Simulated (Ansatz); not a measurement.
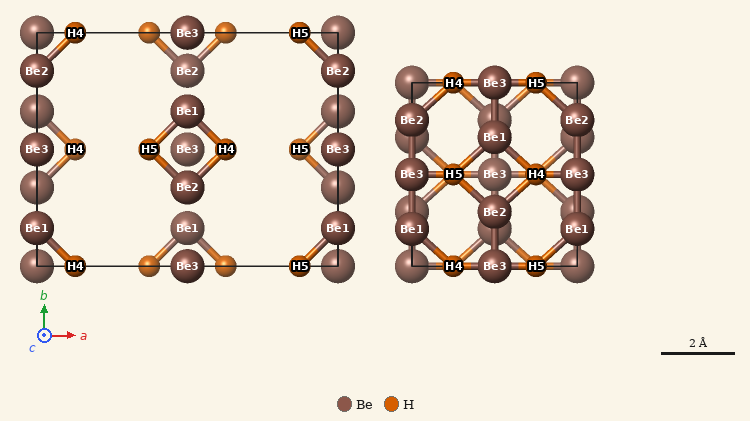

Two geometries of a crystal of Be$_{3}$H$_{2}$ (built on the random type) (coarse preliminary run), drawn at one scale. One is the start of a relaxation, the other its converged end. A ball-and-stick model of the conventional cell (4 times the calculation's cell), seen along the c axis. Lengths and directions refer to the drawn axes.

Theory: DFT PBE, scalar-relativistic, plane waves, PAW (Ansatz). Settings: plane-wave cutoff 420 eV; k-point mesh 6 × 6 × 6; occupations gaussian; smearing width 0.1 eV; no spin polarisation; cell and atoms relaxed; force threshold 0.04 eV/Å; at most 70 steps.

### Which one is relaxed?

The left one is the relaxed one. Case: random cell with space group Fmmm (No. 69). The largest moves relative to the cell, 1.02 Å, are those of H4 and H5. H4 goes along −a. By element the largest moves are H 1.02 Å, Be 0.26 Å. The volume changes by +19.2 %, with a 4.546 → 8.276 Å (+82.1 %), b 5.046 → 6.420 Å (+27.2 %), c 7.177 → 3.694 Å (−48.5 %). Some distances before and after: Be3–H4 1.136 → 3.086 Å, Be1–Be3 1.496 → 2.164 Å, Be1–H4 1.532 → 1.483 Å. Bonds break: Be1–Be3 (1.50 → 2.16 Å), Be2–Be3 (1.50 → 2.16 Å), Be3–H4 (1.14 → 3.09 Å), Be3–H5 (1.14 → 3.09 Å). Bond angles that change, for instance: H4–Be2–H5 95.8° → 90.3°, Be1–H4–Be2 84.2° → 89.7°. The space group stays Fmmm (No. 69). The energy falls by 8.332 eV per cell of the calculation in 27 accepted moves (29 points after the start). The largest force component goes from 7.7 to 0.0019 eV/Å. The pressure goes from 44.27 to 0.06 GPa. At 2 points the geometry stayed and the basis and grid were re-selected for the new cell (energy shift of 0.141 eV per cell of the calculation at most each time).
